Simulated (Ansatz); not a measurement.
The starting structures come from a database of crystals and need not be the phases stable at ambient conditions.

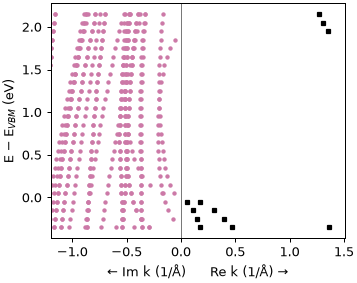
Figure: Complex bands at the centre of the two-dimensional zone; r2SCAN (Ansatz, a first-principles code)

The gap is the functional's own. No spin-orbit coupling. Mid-gap values are those at the computed energy nearest the middle.

Task: This is Ca$_{2}$AsI (R-3m, 4 atoms a cell, 31.2 Å³ an atom) along the normal of (110). Read off the slowest decay at the centre of the two-dimensional zone at 0.95 eV, the computed energy nearest the middle of the gap.

Result: κ ≈ 0.20 1/Å, a decay length 1/(2κ) of the density of 2.6 Å.
